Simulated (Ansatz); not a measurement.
# Two runs on C₂H₇NSn

System: C₂H₇NSn.
Method of run 1: RKS PBE-QIDH (frozen core)/def2-TZVPP (Ansatz 0.2.0).

The geometry comes from this level: PBE0-D4/def2-TZVP. Text and figures count atoms from 1; the logs count them from 0 in places.

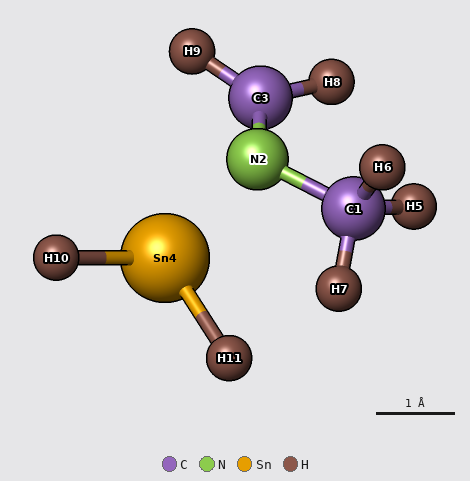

Fig. 1: The structure (ball-and-stick view, seen at a tilt; atoms are numbered from 1 in the order of the input). Sticks mark near contacts.

The input, run 1:
```yaml
crystal:
  periodic: [false, false, false]
  atoms:
    - {symbol: C, position_ang: [-0.941118, 1.081812, 0.015095]}
    - {symbol: N, position_ang: [0.310506, 0.501563, 0.444080]}
    - {symbol: C, position_ang: [0.254191, -0.538274, 1.189004]}
    - {symbol: Sn, position_ang: [1.034511, -1.629538, -1.076717]}
    - {symbol: H, position_ang: [-1.798415, 0.403994, 0.121509]}
    - {symbol: H, position_ang: [-1.117517, 1.970182, 0.630468]}
    - {symbol: H, position_ang: [-0.862304, 1.410751, -1.019464]}
    - {symbol: H, position_ang: [-0.687435, -1.007168, 1.500256]}
    - {symbol: H, position_ang: [1.172839, -0.913860, 1.639166]}
    - {symbol: H, position_ang: [2.545584, -0.744495, -1.231296]}
    - {symbol: H, position_ang: [0.154459, -0.591769, -2.191503]}
basis:
  gaussian: {orbitals: def2-TZVPP}
hamiltonian: {xc: {name: PBE-QIDH}}
```

Hardware: 4 threads of Oxide Virtual Turin-like, 27 GiB of memory available, shared host.

Output (run 1):
```
Functional definition: PBE-QIDH
  parameter a = 3^(-1/3)
  parameter c = 1/3
  exchange = (1 - a)*pbe_x + a*exact_x
  correlation = (1 - c)*pbe_c + c*(mp2_os + mp2_ss)
1580 factors; integrals over basis functions are off by at most 9.1e-4 eV
mean field evaluation 1: about -9485.1948 eV, gradient 4.0e1 eV
mean field evaluation 2: about -9485.3634 eV, gradient 4.0e1 eV
mean field evaluation 4: about -9489.7547 eV, gradient 5.5e0 eV
mean field evaluation 8: about -9489.8680 eV, gradient 6.3e-1 eV
mean field evaluation 16: about -9489.8715 eV, gradient 1.1e-3 eV
mean field -9489.87152147 eV, -348.7463459481 hartree, gradient 9.1e-6 eV, S^2 0.000000; 0 other end points of the search recorded, 0 dependent functions left out
7 core orbitals not correlated: weight in the atoms' cores, before any rotation towards them, 1.000 or more for the frozen orbitals, at most 0.000 for the correlated occupied ones
reference -9489.87153673 eV, -348.7463465090 hartree; 17, 17 occupied and 217, 217 virtual orbitals, 1580 factors
second order -26.96265067 eV of doubles, -0.00000000 eV of singles
Total energy: -9498.85908696 eV, -349.0766328877 hartree
```

For run 2 the input was changed thus:
```diff
-hamiltonian: {xc: {name: PBE-QIDH}}
+hamiltonian: {xc: {name: B2PLYP}}
```

How does run 2 compare with run 1?

The total energies belong to different methods, so their difference says nothing on which is more stable or more accurate. The functional changes from PBE-QIDH to B2PLYP.

Output (run 2):
```
Functional definition: B2PLYP
  parameter a = 0.53
  parameter c = 0.27
  exchange = (1 - a)*b88_x + a*exact_x
  correlation = (1 - c)*lyp_c + c*(mp2_os + mp2_ss)
1580 factors; integrals over basis functions are off by at most 9.1e-4 eV
mean field evaluation 1: about -9485.7814 eV, gradient 5.0e1 eV
mean field evaluation 2: about -9485.9093 eV, gradient 5.0e1 eV
mean field evaluation 4: about -9492.2239 eV, gradient 8.4e0 eV
mean field evaluation 8: about -9492.4174 eV, gradient 9.9e-1 eV
mean field evaluation 16: about -9492.4215 eV, gradient 1.2e-3 eV
mean field -9492.42153422 eV, -348.8400571882 hartree, gradient 5.0e-6 eV, S^2 0.000000; 0 other end points of the search recorded, 0 dependent functions left out
7 core orbitals not correlated: weight in the atoms' cores, before any rotation towards them, 1.000 or more for the frozen orbitals, at most 0.000 for the correlated occupied ones
reference -9492.42171804 eV, -348.8400639435 hartree; 17, 17 occupied and 217, 217 virtual orbitals, 1580 factors
second order -29.01077976 eV of doubles, -0.00000000 eV of singles
Total energy: -9500.25462858 eV, -349.1279180963 hartree
```

The two runs side by side:

```csv
quantity,run 1,run 2
outcome,converged,converged
total energy (hartree),−349.076633,−349.127918
basis functions,241,241
wall time (shared host),4.5 s,6 s
```
